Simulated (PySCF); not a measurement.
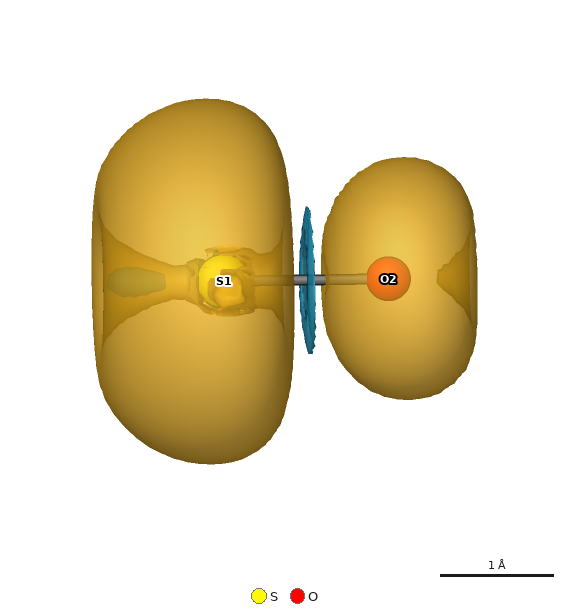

*OS, triplet, SMILES `[S][O]`. Spin density ρα − ρβ at ±0.02 e/Å³ (yellow: excess α, teal: excess β).*

Method: B3LYP/cc-pVDZ; geometry: GFN2-xTB; program: PySCF. No frequency check shows the geometry to be a minimum. The stability of the open-shell solution wasn't checked. GFN2-xTB bond lengths at metals and heavier atoms can be off by up to 0.1 Å and shapes distorted, which carries into these values. GFN2-xTB doesn't know the spin state, so this open-shell geometry is rough.

The calculation's input:

```python
import numpy as np
from pyscf import gto, scf, dft
from pyscf.scf import atom_ks, atom_hf
from scipy.linalg import block_diag

def solve(mol, dm0=None, hcore=None):
    mf = (dft.UKS if mol.spin else dft.RKS)(mol, xc='b3lyp')
    mf.grids.level = 3
    mf = mf.density_fit(auxbasis='def2-universal-jkfit')
    mf.conv_tol, mf.max_cycle = 1e-8, 80
    if hcore is not None:
        mf.get_hcore = lambda *args: hcore
    mf.kernel(dm0)
    if not mf.converged:
        mf = mf.newton().run(mf.mo_coeff, mf.mo_occ, max_cycle=30)
    assert mf.converged, 'SCF not converged'
    return mf

mol = gto.M(atom='''
S      0.48902     0.00000     0.00000
O     -0.97804     0.00000     0.00000
''', basis='cc-pvdz', charge=0, spin=2, verbose=4)
mf = solve(mol)
mf.analyze()
# spherically averaged free atoms, for the promolecule
atm = atom_ks.get_atm_nrks(mol, xc='b3lyp')
pro = block_diag(*[(atm[a[0]][2] * atm[a[0]][3]) @ atm[a[0]][2].T for a in mol._atom])
np.savez('result.npz', e=mf.e_tot, c=mf.mo_coeff, occ=mf.mo_occ, eps=mf.mo_energy, pro=pro, dip=mf.dip_moment(verbose=0), s2=mf.spin_square()[0])
```

Command:

```sh
OMP_NUM_THREADS=1 python input.py
```

The run took 2.3 s on 1 thread of Intel(R) Xeon(R) 6975P-C (Granite Rapids), on a shared host, peak memory 0.19 GiB.

Partitions, critical points and surface values were worked out afterwards from this run's density.

How is the spin shared among the atoms?

Answer. Hirshfeld spin populations: S1 +1.23 and O2 +0.77. ⟨S²⟩ = 2.01, as for a pure state. The picture also shows regions of β spin from spin polarisation; the Hirshfeld sums, whose atoms overlap, net them against the α spin of neighbours.
